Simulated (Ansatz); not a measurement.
Here is a crystal structure:

```
Si Li
1.0
    -5.40194   -5.40194    5.40194
     5.40194   -5.40194   -5.40194
     5.40194    5.40194    5.40194
Si Li
32 1
Direct
  0.24938 0.74933 0.74912
  0.99994 0.74127 0.99994
  0.49960 0.49986 0.75062
  0.25102 0.50040 0.99982
  0.99983 0.50046 0.25095
  0.74899 0.74930 0.24936
  0.49949 0.75084 0.49945
  0.99983 0.00027 0.74114
  0.74889 0.24949 0.74904
  0.50014 0.25135 0.99995
  0.25867 0.25920 0.25899
  0.99991 0.25127 0.50013
  0.75096 0.49992 0.49975
  0.74097 0.99994 0.99981
  0.50019 0.00025 0.25101
  0.25100 0.00001 0.50006
  0.24984 0.74998 0.49996
  0.00009 0.74954 0.74924
  0.50676 0.50684 0.50658
  0.24988 0.50021 0.74981
  0.00008 0.49356 0.99998
  0.74909 0.74919 0.99996
  0.49983 0.75015 0.24976
  0.00017 0.00033 0.49348
  0.74994 0.25007 0.50004
  0.49979 0.25010 0.74982
  0.25068 0.25100 0.00012
  0.99971 0.25096 0.25059
  0.74990 0.50024 0.24990
  0.74892 0.00012 0.74905
  0.49349 0.00043 0.00006
  0.25070 0.00027 0.25070
  0.00000 0.00000 0.00000
```

Before looking at a picture, describe the arrangement of atoms.

The structure is one of LiSi32. Cell content: 1 Li, 32 Si, that is 1 formula unit. Around each Li lie ten Si at 2.42 to 2.71 Å. The bonds build a three-dimensional framework.

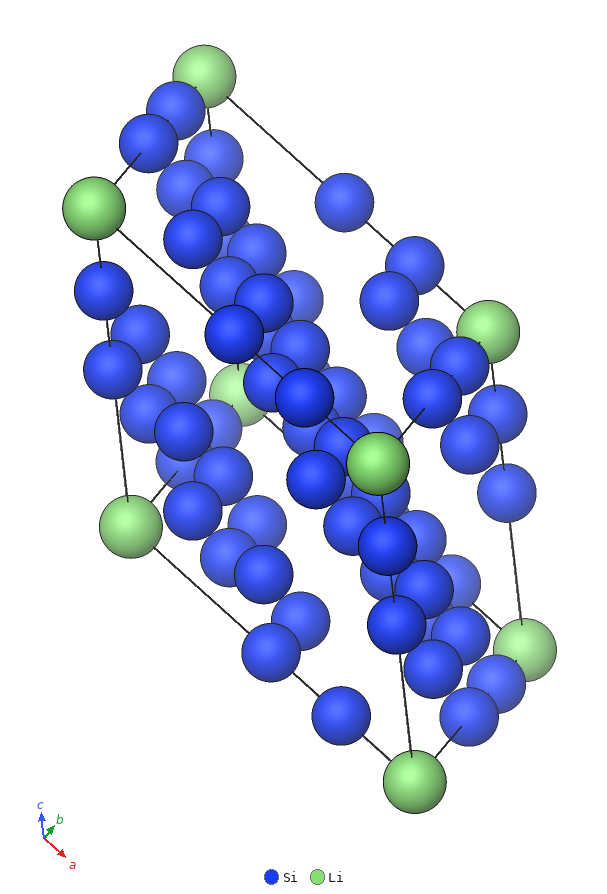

Structure drawing (spheres-only), viewed slightly off an axis. The simulation cell is drawn as a box.

The initial geometry was a structure listed in the Materials Project, repeated into a supercell with a point defect put in. The atoms were relaxed in a fixed cell with Ansatz, DFT LDA, scalar-relativistic, plane waves, PAW.
